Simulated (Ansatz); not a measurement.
# How Zn(0001) screens a field

Aim: image plane and induced charge of Zn(0001).

Main program and level: Ansatz 0.2.0; plane-wave DFT, r2SCAN, Ansatz PAW.

## 1. The starting structure

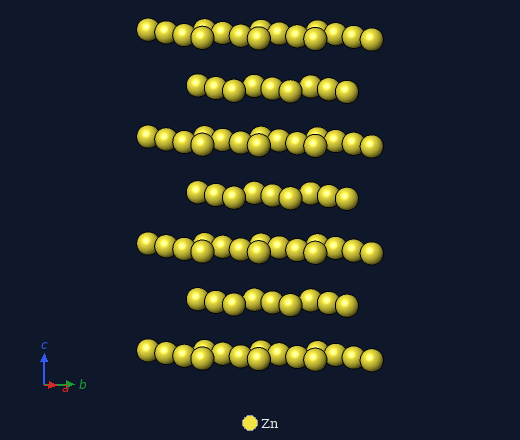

The cell as given, from the side, with the c axis up (zinc yellow). 3×3×1 cells are drawn. Some periodic images of atoms are drawn too.

The cell holds 7 atoms: 7 Zn. Cell: a = 2.660 Å, b = 2.660 Å, c = 32.811 Å, α = 90.0°, β = 90.0°, γ = 60.0°. Vacuum lies along c.

## 2. Single point, field 0

A sawtooth potential applies the field, turning back in the middle of the vacuum. With the dipole correction the typed value is the field outside the slab. The induced dipole is small, so the SCF threshold is tight.

File input.yaml:

```yaml
crystal:
  lattice:
    - [2.66, 0.0, 0.0]
    - [1.33, 2.3036275741, 0.0]
    - [0.0, 0.0, 32.81088]
  atoms:
    - { symbol: Zn, position: [0.0, 0.0, 0.2742992568] }
    - { symbol: Zn, position: [0.6666666667, 0.6666666667, 0.3495328379] }
    - { symbol: Zn, position: [0.0, 0.0, 0.4247664189] }
    - { symbol: Zn, position: [0.6666666667, 0.6666666667, 0.5] }
    - { symbol: Zn, position: [0.0, 0.0, 0.5752335811] }
    - { symbol: Zn, position: [0.6666666667, 0.6666666667, 0.6504671621] }
    - { symbol: Zn, position: [0.0, 0.0, 0.7257007432] }
kpoints:
  mp_grid: { grid: [24, 24, 1] }
hamiltonian:
  xc: r2scan
scf:
  occupations: { method: fermi_dirac, width: 0.1 }
  convergence: { dr2_threshold: 1.0e-10 }
efield:
  axis: 3
  dipole_correction: true
  ramp_position: 0.97
  ramp_width: 0.06
  amplitude: 0
output:
  forces: true
  write_potential: true
  write_density: true
  volumetric_format: npy
```

On the command line:

```console
ansatz run input.yaml --threads 8 --pin off --max-ram 12288MiB --backend cpu --events-out ev --progress --plain --runs-dir out
```

Numbers of over 12 decimals in the logs are rounded to 6 here.

The log of the run:

```text
Engine: ansatz 0.2.0, aarch64-unknown-linux-gnu
Pseudopotentials: kind: paw
Pseudopotential: Zn, paw, valence charge 12, recommended cutoff 500 eV (meta_gga), Zn.paw.azcp
Functional definition: r2SCAN
  parameter k0 = 0.174
  parameter k1 = 0.065
  parameter a1 = 4.9479
  exchange = r2scan_x(k0 = k0, k1 = k1, a1 = a1)
  correlation = r2scan_c
Crystal: 7 atoms, lattice volume = 201.054 Å³
Basis set: ecut = 500 eV, 5075 PW (Γ), exchange–correlation on 80×80×960 points (64 copies of the dense FFT grid, shifted against one another)
Bands: 51, of which v1, the nominal top of the filled ones, is band 42 counted from 1 (41 counted from 0)
Symmetry: 6 space group operations
k-points: 61 of 576 (time reversal used)
Non-local potential: Zn, projectors of the file, l = 0: 2, l = 1: 2, l = 2: 3, l = 3: 1
PAW form: soft (Blöchl's): semilocal exchange-correlation on the pseudo side does not see the compensation charge
PAW frozen core: Zn, regenerated for the run's functional (the file was generated under x = pbe(κ = 0.804, μ = 0.219515), c = pbe(β = 0.066725))
PAW one-centre angular grid: Zn, 590 points (default); XC on 261 of its mesh's 2673 points in the sphere
Initial density: superposition of atomic densities (neutral atoms: chi_scale 0, normalization atom), corrected by the library's trained network
Initial wavefunctions: pseudopotential atomic-orbital guess
Functional: x = r2scan, c = r2scan; τ floored in thin density (d = 2e-4 eV/Å³)
SCF iter   1: F=—  HF=-23279.401704 eV  |F-HF|=—  |Δ(HF+E_count)|=         —  Δρ=1.64e-2  dr2=5.93e-1  dr2_τ=7.16e-3  ethr=1.77e-3  p=-0.000 e·Å  D=-4.64e-14 V/Å  ΔV_dip=0.00 eV  dr2_dipole=1.07e-9  V_vac-E_F(+/−)=4.32/4.32 eV  ⟨swp⟩=15.4  Hψ=22238  notcnv=0  defer=37
efield: sawtooth ramp at fractional position 0.9700 (set: `efield.ramp_position`, or a place that a band, a saddle search or an elastic batch's reference lends), width 0.0600; the density the first Hamiltonian is built on has a dipole p = -0.000 e·Å; the dipole correction subtracts the counter field D = -4.64e-14 V/Å, which shifts the + side's vacuum level by +0.00 eV against the − side's; the planar-averaged density in the ramp window peaks in size at 2.9e-5 e/Å³
preconditioner: auto → LDOS  [metal: Δε(μ)=0.094 eV  Ē_g=11.309 eV  σ=0.100 eV  W_gap=0.23  n_scr=24 (ndim 8)  ℏωp=24.0 eV  f_vac=0.445  D(μ)=1.35/eV (n_scr^D=10)  β→1.0]
SCF iter   2: F=—  HF=-23279.753247 eV  |F-HF|=—  |Δ(HF+E_count)|=   3.52e-1  Δρ=2.66e-2  dr2=8.36e-1  dr2_τ=4.34e-3  ethr=7.06e-4  p=0.000 e·Å  D=3.72e-6 V/Å  ΔV_dip=-0.00 eV  dr2_dipole=9.86e-9  V_vac-E_F(+/−)=4.06/4.06 eV  ⟨swp⟩=3.3  Hψ=7105  notcnv=0  defer=72
SCF iter   3: F=—  HF=-23279.398756 eV  |F-HF|=—  |Δ(HF+E_count)|=   3.54e-1  Δρ=1.05e-2  dr2=1.31e-1  dr2_τ=2.77e-4  ethr=7.06e-4  p=0.000 e·Å  D=7.74e-7 V/Å  ΔV_dip=-0.00 eV  dr2_dipole=1.30e-10  V_vac-E_F(+/−)=4.14/4.14 eV  ⟨swp⟩=2.2  Hψ=6574  notcnv=0  defer=75
SCF iter   4: F=—  HF=-23279.328123 eV  |F-HF|=—  |Δ(HF+E_count)|=   7.06e-2  Δρ=7.30e-4  dr2=9.87e-4  dr2_τ=1.02e-5  ethr=1.56e-4  p=0.000 e·Å  D=3.62e-6 V/Å  ΔV_dip=-0.00 eV  dr2_dipole=6.21e-9  V_vac-E_F(+/−)=4.20/4.20 eV  ⟨swp⟩=2.0  Hψ=6037  notcnv=0  defer=75
SCF iter   5: F=—  HF=-23279.327653 eV  |F-HF|=—  |Δ(HF+E_count)|=   4.69e-4  Δρ=4.00e-4  dr2=2.18e-4  dr2_τ=1.07e-6  ethr=1.18e-6  p=0.000 e·Å  D=1.52e-6 V/Å  ΔV_dip=-0.00 eV  dr2_dipole=1.60e-14  V_vac-E_F(+/−)=4.21/4.21 eV  ⟨swp⟩=3.4  Hψ=8423  notcnv=0  defer=73
SCF iter   6: F=—  HF=-23279.327590 eV  |F-HF|=—  |Δ(HF+E_count)|=   6.29e-5  Δρ=1.86e-4  dr2=4.82e-5  dr2_τ=1.06e-7  ethr=2.59e-7  p=0.000 e·Å  D=1.14e-6 V/Å  ΔV_dip=-0.00 eV  dr2_dipole=1.10e-10  V_vac-E_F(+/−)=4.21/4.21 eV  ⟨swp⟩=2.0  Hψ=5065  notcnv=0  defer=73
SCF iter   7: F=—  HF=-23279.327587 eV  |F-HF|=—  |Δ(HF+E_count)|=   3.65e-6  Δρ=5.03e-5  dr2=8.65e-6  dr2_τ=9.13e-8  ethr=5.74e-8  p=0.000 e·Å  D=2.34e-7 V/Å  ΔV_dip=-0.00 eV  dr2_dipole=4.53e-13  V_vac-E_F(+/−)=4.21/4.21 eV  ⟨swp⟩=2.0  Hψ=5612  notcnv=0  defer=73
SCF iter   8: F=—  HF=-23279.327584 eV  |F-HF|=—  |Δ(HF+E_count)|=   2.82e-6  Δρ=1.60e-5  dr2=2.97e-7  dr2_τ=5.08e-9  ethr=1.03e-8  p=0.000 e·Å  D=1.59e-7 V/Å  ΔV_dip=-0.00 eV  dr2_dipole=5.42e-13  V_vac-E_F(+/−)=4.21/4.21 eV  ⟨swp⟩=2.0  Hψ=5539  notcnv=0  defer=73
SCF iter   9: F=—  HF=-23279.327603 eV  |F-HF|=—  |Δ(HF+E_count)|=   1.93e-5  Δρ=3.85e-6  dr2=2.98e-8  dr2_τ=2.71e-10  ethr=3.53e-10  p=0.000 e·Å  D=4.12e-8 V/Å  ΔV_dip=-0.00 eV  dr2_dipole=1.30e-12  V_vac-E_F(+/−)=4.21/4.21 eV  ⟨swp⟩=3.6  Hψ=7875  notcnv=0  defer=73
SCF iter  10: F=—  HF=-23279.327603 eV  |F-HF|=—  |Δ(HF+E_count)|=   2.60e-8  Δρ=3.04e-6  dr2=1.30e-8  dr2_τ=7.88e-11  ethr=3.55e-11  p=0.000 e·Å  D=5.89e-9 V/Å  ΔV_dip=-0.00 eV  dr2_dipole=2.06e-13  V_vac-E_F(+/−)=4.21/4.21 eV  ⟨swp⟩=2.0  Hψ=5765  notcnv=0  defer=73
SCF iter  11: F=—  HF=-23279.327603 eV  |F-HF|=—  |Δ(HF+E_count)|=   1.23e-9  Δρ=7.46e-7  dr2=7.75e-10  dr2_τ=1.06e-11  ethr=1.54e-11  p=0.000 e·Å  D=5.83e-9 V/Å  ΔV_dip=-0.00 eV  dr2_dipole=6.35e-15  V_vac-E_F(+/−)=4.21/4.21 eV  ⟨swp⟩=2.0  Hψ=5608  notcnv=0  defer=73
SCF iter  12: F=—  HF=-23279.327603 eV  |F-HF|=—  |Δ(HF+E_count)|=   4.05e-9  Δρ=3.16e-7  dr2=1.76e-10  dr2_τ=2.05e-12  ethr=1.00e-12  p=0.000 e·Å  D=7.55e-10 V/Å  ΔV_dip=-0.00 eV  dr2_dipole=3.21e-15  V_vac-E_F(+/−)=4.21/4.21 eV  ⟨swp⟩=2.5  Hψ=5951  notcnv=0  defer=73
iter 13 met the thresholds in force, and the SCF goes on: an eigenvalue changes by 2.54 meV, over its tolerance of 1.01 meV (output.eigenvalues, Limitations)
SCF iter  13: F=-23279.327603 eV  HF=-23279.327603 eV  |F-HF|=9.82e-11  |Δ(HF+E_count)|=  2.58e-10  Δρ=6.13e-8  dr2=6.78e-12  dr2_τ=1.95e-13  ethr=1.00e-12  p=-0.000 e·Å  D=-2.73e-9 V/Å  ΔV_dip=0.00 eV  dr2_dipole=9.72e-18  V_vac-E_F(+/−)=4.21/4.21 eV  ⟨swp⟩=16.7  Hψ=24708  notcnv=0
iter 14 met the thresholds in force, and the SCF goes on: an eigenvalue changes by 1.69 meV, over its tolerance of 1.00 meV (output.eigenvalues, Limitations)
SCF iter  14: F=-23279.327603 eV  HF=-23279.327603 eV  |F-HF|=1.06e-10  |Δ(HF+E_count)|=  1.67e-10  Δρ=2.31e-8  dr2=6.18e-13  dr2_τ=1.27e-14  ethr=1.00e-12  p=-0.000 e·Å  D=-2.51e-10 V/Å  ΔV_dip=0.00 eV  dr2_dipole=2.77e-17  V_vac-E_F(+/−)=4.21/4.21 eV  ⟨swp⟩=7.2  Hψ=19036  notcnv=0
Mixer restart at iter 14: flushing history
SCF iter  15: F=-23279.327603 eV  HF=-23279.327603 eV  |F-HF|=3.64e-11  |Δ(HF+E_count)|=  3.27e-11  Δρ=3.43e-8  dr2=3.65e-12  dr2_τ=7.86e-15  ethr=1.00e-12  p=0.000 e·Å  D=6.80e-9 V/Å  ΔV_dip=-0.00 eV  dr2_dipole=2.39e-13  V_vac-E_F(+/−)=4.21/4.21 eV  ⟨swp⟩=7.7  Hψ=19529  notcnv=0
SCF 1 converged in 15 iterations: F = -23279.327603 eV  dr2 = 3.65e-12
  greatest PAW one-centre occupation: 0.982 electrons in one spin orbital (limit 2), on the Zn atom at site 6 (counted from 0), in its partial waves of l = 2
WARN: The output density's exchange-correlation potential varies sharply where the density is thin. Do not read a vacuum level from v_tot or v_xc, or from such a field of the output density. On a cell that repeats whose density bears no net charge and no dipole along the vacuum's axis use v_es (v_loc + v_h of the components); under efield.dipole_correction with no amplitude use v_es + v_field, which holds any externa [...]
SCF converged after 15 iterations
an eigenvalue changed by more than its tolerance at an iteration that met the thresholds in force, so the SCF went on 2 times, its first undamped step at iteration 14: the last check found none over its tolerance
Free energy (F): -23279.327603 eV
Harris-Foulkes:  -23279.327603 eV  (|F-HF|=3.64e-11)
Internal energy: -23279.285010 eV  (E = F + TS)
E sigma→0 (E₀):  -23279.306307 eV
Entropy (-TS):   -0.042593 eV (-6.085 meV/atom)
Fermi energy:    3.769015 eV
Dipole field:    D = -0.000001 V/Å  (p = -0.000001 e·Å, saw-weighted, corrected)
Work function:   Φ+ = 4.2097 eV   Φ− = 4.2097 eV
Levels:          The Fermi level and band energies are counted from a zero that moves with the ramp; work functions are not
--- Per-component energies (eV) ---
  E_band       = -285.381044
  E_kinetic    = 910.582929
  E_local      = -140734.100330  (includes V_loc(G=0)·N_el)
  E_nonlocal   = 4296.676900
  E_hartree    = 69214.024090
  E_xc         = -869.417332
  E_vxc        = -379.878039  (∫ρ·V_xc dr)
  E_paw        = -12924.391182  (= ΣΔE_a)
  E_vpaw       = -2829.029858  (= ΣTr[D̂ρ^β])
  E_aug_tail   = -0.000221  (compensation charges beyond the density's cutoff)
  E_vtau       = 22.319782  (kinetic-family band-sum trace: ∫τ·v_τ [+ j·A + Jᵃ·Aᵃ] dr)
  E_efield     = 0.000000  (sawtooth field / dipole correction)
  E_vefield    = 0.000000  (∫n·V_field dr)
  E_ewald      = 56828.618467
  E_core_change = -1.278331  (= ΣΔE_core)
  E_smearing   = -0.042593  (= −TS)
  E_closure    = 0.000000  (closes the sum)
  Σ components = -23279.327603   (vs F -23279.327603, Δ=0.00e0)
--- Forces (eV/Å), atoms counted from 1 ---
  atom   1  Zn     0.00000000    -0.00000000     0.08468258
  atom   2  Zn    -0.00000000     0.00000000     0.04549717
  atom   3  Zn     0.00000000    -0.00000000    -0.04197014
  atom   4  Zn    -0.00000000     0.00000000    -0.00000001
  atom   5  Zn     0.00000000    -0.00000000     0.04197012
  atom   6  Zn    -0.00000000     0.00000000    -0.04549715
  atom   7  Zn     0.00000000    -0.00000000    -0.08468258
  max |Σ_I F_I| component: 6.69e-9 eV/Å
--- Band table (eV; the first three rows and the last of 61) ---
  k-point 0: bands = [... 38 lower, -3.4180, -3.2007, -2.0372, -0.4652, 0.7997, 2.8713, 4.8607, 6.7088, ... 5 higher]
  k-point 1: bands = [... 38 lower, -3.4194, -3.1194, -1.9794, -0.4225, 0.8733, 2.9259, 4.9124, 6.7583, ... 5 higher]
  k-point 2: bands = [... 38 lower, -3.4235, -2.9414, -1.8169, -0.2958, 1.0899, 3.0899, 5.0673, 6.9068, ... 5 higher]
  k-point 60: bands = [... 38 lower, 4.2357, 4.2961, 4.4614, 4.5533, 5.0074, 5.0741, 5.1751, 5.8614, ... 5 higher]
```

Run time: 63 s. Hardware: 8 threads of Arm Neoverse N1, shared host; peak memory 1.5 GiB.

In the SCF lines HF is the Harris–Foulkes energy and dr2 the Hartree energy of the density residual, in eV; the loop may stop once dr2 is under the threshold and the program's other checks hold. Hψ counts applications of the Hamiltonian.

This step gave:

* energy at zero smearing: -23279.3063 eV
* work function, upper face: 4.210 eV
* dipole along the normal: -7.21e-7 e·Å

Running mean over 2.468 Å of the planar mean; the ramp of the sawtooth is left out. The electron's electrostatic potential energy less the Fermi level by z:

```
z (Å)  electron's electrostatic potential energy less the Fermi level (eV)
  5.0                                                                 4.20
  7.5                                                                0.795
 10.0                                                                -6.33
 12.5                                                                -6.44
 15.0                                                                -6.47
 17.5                                                                -6.47
 20.0                                                                -6.45
 22.5                                                                -6.37
 25.0                                                                -1.44
 27.5                                                                 4.20
```

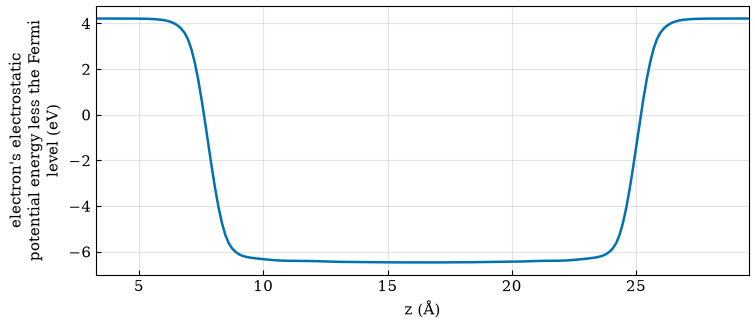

Electron's electrostatic potential energy less the Fermi level, plotted against z.

Force by atom:

```
atom  x (eV/Å)  y (eV/Å)  z (eV/Å)    size
 Zn1    0.0000    0.0000    0.0847  0.0847
 Zn2    0.0000    0.0000    0.0455  0.0455
 Zn3    0.0000    0.0000   -0.0420  0.0420
 Zn4    0.0000    0.0000    0.0000  0.0000
 Zn5    0.0000    0.0000    0.0420  0.0420
 Zn6    0.0000    0.0000   -0.0455  0.0455
 Zn7    0.0000    0.0000   -0.0847  0.0847
```

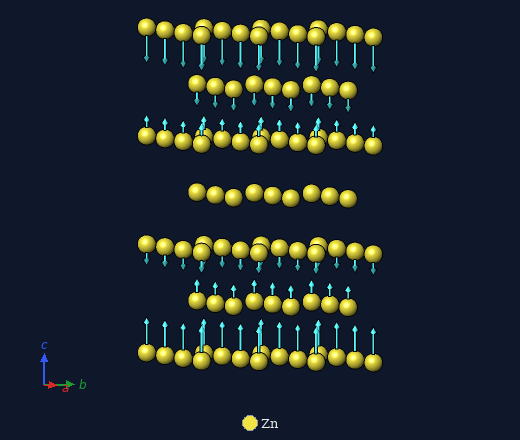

Force as arrows, the longest 0.0847 eV/Å. 3×3×1 cells are drawn. Some periodic images of atoms are drawn too.

The work function of the upper face is 4.21 eV.

## 3. Single point, field 0.05 V/Å

Changes to input.yaml since step 2:

```diff
@@ -25,3 +25,3 @@
   ramp_width: 0.06
-  amplitude: 0
+  amplitude: 0.05
 output:
```

The log of the run:

```text
[...]
Crystal: 7 atoms, lattice volume = 201.054 Å³
Basis set: ecut = 500 eV, 5075 PW (Γ), exchange–correlation on 80×80×960 points (64 copies of the dense FFT grid, shifted against one another)
Bands: 51, of which v1, the nominal top of the filled ones, is band 42 counted from 1 (41 counted from 0)
Symmetry: 6 space group operations
k-points: 61 of 576 (time reversal used)
[...]
k-point 0: bands = [... 38 lower, -3.4163, -3.2008, -2.0373, -0.4653, 0.7995, 2.8712, 4.8604, 6.7064, ... 5 higher]
  k-point 1: bands = [... 38 lower, -3.4177, -3.1195, -1.9795, -0.4226, 0.8732, 2.9258, 4.9121, 6.7560, ... 5 higher]
  k-point 2: bands = [... 38 lower, -3.4218, -2.9416, -1.8170, -0.2959, 1.0898, 3.0898, 5.0670, 6.9044, ... 5 higher]
  k-point 60: bands = [... 38 lower, 4.2356, 4.2959, 4.4613, 4.5532, 5.0073, 5.0739, 5.1750, 5.8613, ... 5 higher]
[key lines of the parts left out:]
SCF converged after 14 iterations
Free energy (F): -23279.328361 eV
Fermi energy:    3.768880 eV
Dipole field:    D = 0.027271 V/Å  (p = 0.030301 e·Å, saw-weighted, corrected)
```

The job ended after 60 s (8 threads; peak memory 1.5 GiB).

The dipole is 0.0303 e·Å.

## 4. Atoms held, field -0.05 V/Å

Changes to input.yaml since step 3:

```diff
@@ -25,3 +25,3 @@
   ramp_width: 0.06
-  amplitude: 0.05
+  amplitude: -0.05
 output:
```

The log of the run:

```text
[...]
Crystal: 7 atoms, lattice volume = 201.054 Å³
Basis set: ecut = 500 eV, 5075 PW (Γ), exchange–correlation on 80×80×960 points (64 copies of the dense FFT grid, shifted against one another)
Bands: 51, of which v1, the nominal top of the filled ones, is band 42 counted from 1 (41 counted from 0)
Symmetry: 6 space group operations
k-points: 61 of 576 (time reversal used)
[...]
k-point 0: bands = [... 38 lower, -3.4163, -3.2008, -2.0373, -0.4653, 0.7995, 2.8712, 4.8604, 6.7064, ... 5 higher]
  k-point 1: bands = [... 38 lower, -3.4177, -3.1195, -1.9795, -0.4226, 0.8732, 2.9258, 4.9121, 6.7560, ... 5 higher]
  k-point 2: bands = [... 38 lower, -3.4218, -2.9416, -1.8170, -0.2959, 1.0898, 3.0898, 5.0670, 6.9044, ... 5 higher]
  k-point 60: bands = [... 38 lower, 4.2356, 4.2959, 4.4613, 4.5532, 5.0073, 5.0739, 5.1750, 5.8613, ... 5 higher]
[key lines of the parts left out:]
SCF converged after 14 iterations
Free energy (F): -23279.328361 eV
Fermi energy:    3.768880 eV
Dipole field:    D = -0.027271 V/Å  (p = -0.030301 e·Å, saw-weighted, corrected)
```

Run time: 60 s. Hardware: 8 threads; peak memory 1.5 GiB; 7.8 min of CPU time.

The dipole is -0.0303 e·Å.

## 5. Atoms held, field 0.1 V/Å

Changes to input.yaml since step 4:

```diff
@@ -25,3 +25,3 @@
   ramp_width: 0.06
-  amplitude: -0.05
+  amplitude: 0.1
 output:
```

The log of the run:

```text
[...]
Crystal: 7 atoms, lattice volume = 201.054 Å³
Basis set: ecut = 500 eV, 5075 PW (Γ), exchange–correlation on 80×80×960 points (64 copies of the dense FFT grid, shifted against one another)
Bands: 51, of which v1, the nominal top of the filled ones, is band 42 counted from 1 (41 counted from 0)
Symmetry: 6 space group operations
k-points: 61 of 576 (time reversal used)
[...]
k-point 0: bands = [... 38 lower, -3.4148, -3.2012, -2.0377, -0.4657, 0.7992, 2.8707, 4.8595, 6.6990, ... 5 higher]
  k-point 1: bands = [... 38 lower, -3.4162, -3.1199, -1.9799, -0.4230, 0.8728, 2.9253, 4.9112, 6.7486, ... 5 higher]
  k-point 2: bands = [... 38 lower, -3.4203, -2.9419, -1.8174, -0.2963, 1.0894, 3.0893, 5.0662, 6.8970, ... 5 higher]
  k-point 60: bands = [... 38 lower, 4.2352, 4.2955, 4.4609, 4.5528, 5.0068, 5.0735, 5.1747, 5.8609, ... 5 higher]
[key lines of the parts left out:]
SCF converged after 16 iterations
Free energy (F): -23279.330633 eV
Fermi energy:    3.768475 eV
Dipole field:    D = 0.054556 V/Å  (p = 0.060617 e·Å, saw-weighted, corrected)
```

It took 66 s on 8 threads; peak memory 1.5 GiB; 8.7 min of CPU time.

The dipole is 0.0606 e·Å.

## 6. Single point, field -0.1 V/Å

Changes to input.yaml since step 5:

```diff
@@ -25,3 +25,3 @@
   ramp_width: 0.06
-  amplitude: 0.1
+  amplitude: -0.1
 output:
```

The log of the run:

```text
[...]
Crystal: 7 atoms, lattice volume = 201.054 Å³
Basis set: ecut = 500 eV, 5075 PW (Γ), exchange–correlation on 80×80×960 points (64 copies of the dense FFT grid, shifted against one another)
Bands: 51, of which v1, the nominal top of the filled ones, is band 42 counted from 1 (41 counted from 0)
Symmetry: 6 space group operations
k-points: 61 of 576 (time reversal used)
[...]
k-point 0: bands = [... 38 lower, -3.4148, -3.2012, -2.0377, -0.4657, 0.7992, 2.8707, 4.8595, 6.6990, ... 5 higher]
  k-point 1: bands = [... 38 lower, -3.4162, -3.1199, -1.9799, -0.4230, 0.8728, 2.9253, 4.9112, 6.7486, ... 5 higher]
  k-point 2: bands = [... 38 lower, -3.4203, -2.9419, -1.8174, -0.2963, 1.0894, 3.0893, 5.0662, 6.8970, ... 5 higher]
  k-point 60: bands = [... 38 lower, 4.2352, 4.2955, 4.4609, 4.5528, 5.0068, 5.0735, 5.1747, 5.8609, ... 5 higher]
[key lines of the parts left out:]
SCF converged after 16 iterations
Free energy (F): -23279.330633 eV
Fermi energy:    3.768475 eV
Dipole field:    D = -0.054555 V/Å  (p = -0.060616 e·Å, saw-weighted, corrected)
```

It took 66 s on 8 threads; peak memory 1.5 GiB.

The dipole is -0.0606 e·Å.

## 7. Single point, field 0.2 V/Å

Changes to input.yaml since step 6:

```diff
@@ -25,3 +25,3 @@
   ramp_width: 0.06
-  amplitude: -0.1
+  amplitude: 0.2
 output:
```

The log of the run:

```text
[...]
Crystal: 7 atoms, lattice volume = 201.054 Å³
Basis set: ecut = 500 eV, 5075 PW (Γ), exchange–correlation on 80×80×960 points (64 copies of the dense FFT grid, shifted against one another)
Bands: 51, of which v1, the nominal top of the filled ones, is band 42 counted from 1 (41 counted from 0)
Symmetry: 6 space group operations
k-points: 61 of 576 (time reversal used)
[...]
k-point 0: bands = [... 38 lower, -3.4126, -3.2027, -2.0392, -0.4673, 0.7977, 2.8689, 4.8561, 6.6647, ... 5 higher]
  k-point 1: bands = [... 38 lower, -3.4140, -3.1215, -1.9814, -0.4246, 0.8713, 2.9235, 4.9078, 6.7142, ... 5 higher]
  k-point 2: bands = [... 38 lower, -3.4182, -2.9435, -1.8189, -0.2979, 1.0879, 3.0875, 5.0627, 6.8626, ... 5 higher]
  k-point 60: bands = [... 38 lower, 4.2335, 4.2939, 4.4593, 4.5512, 5.0051, 5.0720, 5.1733, 5.8594, ... 5 higher]
[key lines of the parts left out:]
SCF converged after 17 iterations
Free energy (F): -23279.339724 eV
Fermi energy:    3.766843 eV
Dipole field:    D = 0.109112 V/Å  (p = 0.121234 e·Å, saw-weighted, corrected)
```

Run time: 70 s. Hardware: 8 threads; peak memory 1.5 GiB.

The dipole is 0.121 e·Å.

[end of part 1 of 2]

[Logs are printed without paths, hosts, clocks, repeated set-up lines and the standing remarks that a program may print on its own settings, such as how far it seeks lower states.]

[Hosts, paths, dates, database ids (printed as entryN), source tags and the programs' standing remarks are cut or masked in the printed files.]

[Maps of the electrostatic potential energy from Ansatz leave out the sawtooth potential of an applied field or a dipole correction, so their vacuum need not be flat; planar profiles and work functions include it.]
